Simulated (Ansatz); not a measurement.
CH8SSi: several calculations on one system

### Relaxation

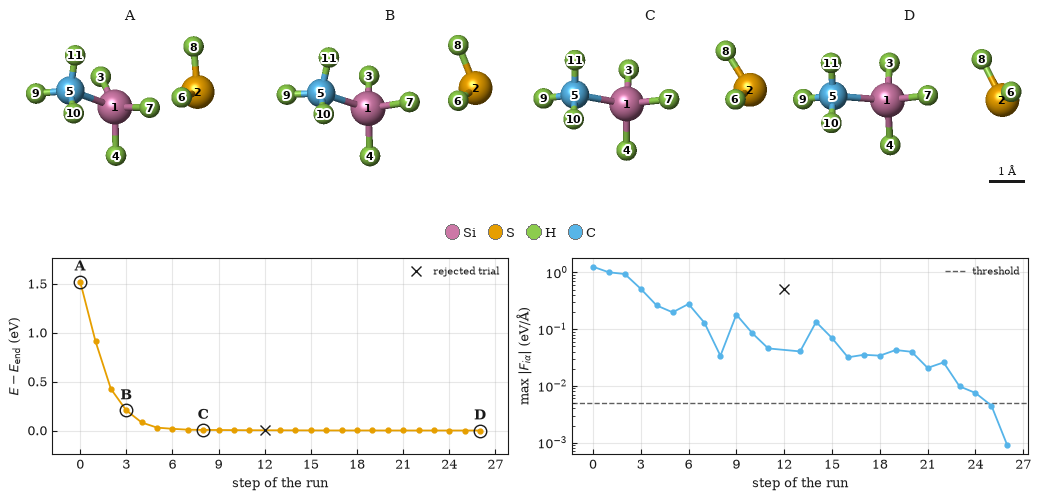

Frames of a relaxation of CH8SSi (started from a transition state, displaced along its imaginary mode), marked on the history of the run. A ball-and-stick model, seen at a tilt.

Theory: RKS PBE0-D4/def2-TZVP in Ansatz 0.2.0.

The input:
```yaml
crystal:
  periodic: [false, false, false]
  atoms:
    - {symbol: Si, position_ang: [-0.417954, -0.172881, 0.213144]}
    - {symbol: S, position_ang: [1.205258, -2.023652, 1.295073]}
    - {symbol: H, position_ang: [-0.650961, -1.350700, -0.778198]}
    - {symbol: H, position_ang: [-1.366295, -0.309016, 1.344179]}
    - {symbol: C, position_ang: [-0.643020, 1.279500, -0.914621]}
    - {symbol: H, position_ang: [1.243165, -0.644452, 1.181613]}
    - {symbol: H, position_ang: [0.726465, 0.562560, 0.883301]}
    - {symbol: H, position_ang: [1.958062, -2.054313, 0.176806]}
    - {symbol: H, position_ang: [-1.585035, 1.194453, -1.466621]}
    - {symbol: H, position_ang: [-0.634807, 2.191261, -0.301030]}
    - {symbol: H, position_ang: [0.165023, 1.327242, -1.633547]}
basis:
  gaussian: {orbitals: def2-TZVP}
hamiltonian: {xc: pbe0, dispersion: d4}
relax: {f_tol: 0.005, max_steps: 200}
```

Launched with:
```bash
ansatz run in.yaml --threads 4 --pin off --events-out ev --progress --plain --max-ram 9574MiB
```

Describe the path.

The energy falls by 1.522 eV in 25 accepted moves (26 points after the start). Largest force component: 1.3 eV/Å at the start, 0.00089 eV/Å at the end. The line search rejected the trial step at point 12 of the run. H6 moves most after the best rigid fit: 1.52 Å. Largest moves by element: H 1.52 Å, S 0.88 Å, C 0.54 Å, Si 0.49 Å. Some distances before and after: Si1–H6 1.980 → 3.677 Å, Si1–S2 2.689 → 3.872 Å, Si1–H3 1.557 → 1.489 Å, S2–H6 1.384 → 1.341 Å. Bond angles that change, for instance: H3–Si1–H7 139.6° → 108.1°, C5–Si1–H7 88.9° → 110.2°, H3–Si1–C5 100.8° → 110.2°. The run took 38 s on 4 threads of Arm Neoverse V2 (shared host). From step 0 to 3: S and H atoms move most (0.57 Å), energy −1.317 eV. From step 3 to 8: H atoms move most (0.54 Å), energy −0.200 eV. From step 8 to 26: H6 moves most (0.51 Å), energy −0.006 eV.

### Relaxation

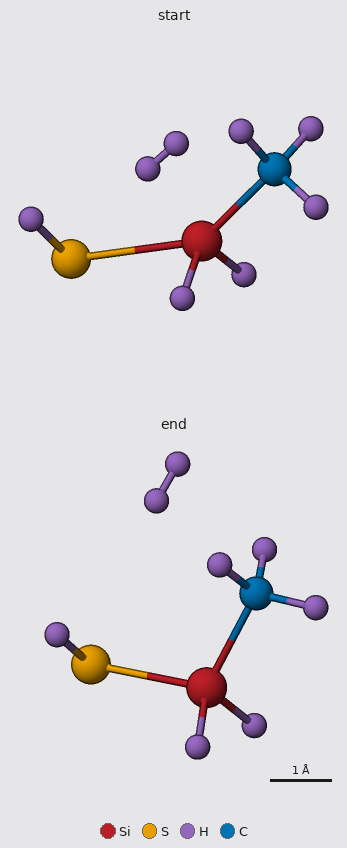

The structure of CH8SSi (started from a transition state, displaced along its imaginary mode) before (top) and after (bottom) a relaxation, at one scale.

A ball-and-stick model, seen at a tilt.

Computed with RKS PBE0-D4/def2-TZVP (Ansatz 0.2.0). (force threshold 0.005 eV/Å; at most 200 steps)

**What changed between the two?**

After 16 geometry steps the energy has fallen by 227.1 kJ/mol. The largest force component goes from 6.3 to 0.0044 eV/Å. An H atom moves most after the best rigid fit: 1.89 Å. By element the largest moves are H 1.89 Å, Si 0.70 Å, S 0.53 Å, C 0.39 Å. Some distances before and after: H–Si 1.917 → 4.465 Å, H–Si 1.876 → 3.879 Å, H–S 1.954 → 3.186 Å, S–Si 2.391 → 2.144 Å. Bond angles that change, for instance: S–Si–C 147.0° → 112.6°, S–Si–H 91.0° → 110.0°, S–Si–H 92.4° → 103.5°.

### Reaction

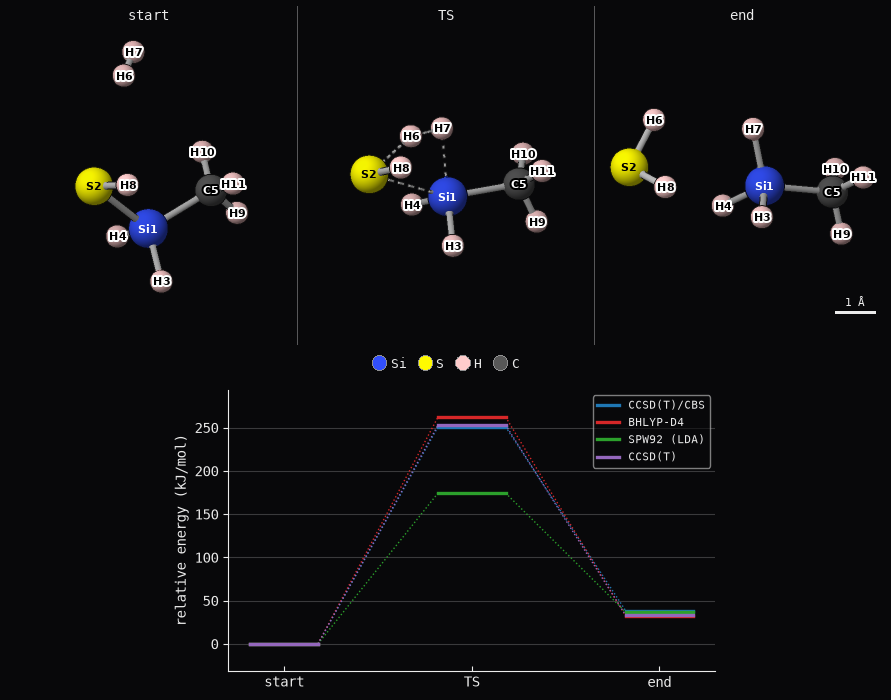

A reaction step of CH$_{8}$SSi, with its energy diagram. Style: ball-and-stick. Shown at a tilt. Dashed sticks mark bonds that form or break.

Stationary points at PBE0-D4/def2-TZVP, single-point energies with CCSD(T)/CBS, BHLYP-D4, SPW92 (LDA), CCSD(T) (def2-TZVPP where no basis is named; Ansatz 0.2.0). The energies are electronic, without zero-point or thermal terms, and both ends are the minima reached downhill from the saddle, with any fragments still in contact. CCSD(T)/CBS stands for a frozen-core estimate: MP2 correlation extrapolated from def2-TZVPP and def2-QZVPP, CCSD(T) minus MP2 from the smaller set.

What happens, and what does it cost?

Counted by bonded pieces, the start holds CH₆SSi + H₂ and the end holds CH₆Si + H₂S. From the start over the saddle to the end, bonds form: Si1–H7 (4.46 → 1.72 → 1.49 Å), S2–H6 (3.19 → 1.67 → 1.34 Å). Bonds break: Si1–S2 (2.14 → 2.54 → 3.87 Å), H6–H7 (0.75 → 0.99 → 2.88 Å). The saddle has one imaginary mode, 1171i cm⁻¹. With CCSD(T)/CBS the barrier is 251.0 kJ/mol from the start and 212.6 kJ/mol from the end, and the end lies 38.4 kJ/mol above the start.

```tsv
level	barrier from the start (kJ/mol)	barrier from the end (kJ/mol)	the end less the start (kJ/mol)
CCSD(T)/CBS	251.0	212.6	38.4
BHLYP-D4	262.4	230.0	32.4
SPW92 (LDA)	174.5	137.6	36.9
CCSD(T)	253.1	219.8	33.3
```

Against CCSD(T)/CBS, CCSD(T) comes closest on the barrier from the start (+2.1 kJ/mol) and SPW92 (LDA) misses most (−76.6 kJ/mol).

Limits of the set-up: the start holds two separate molecules, 2.8 Å apart at their closest, whose relative position is a soft coordinate.
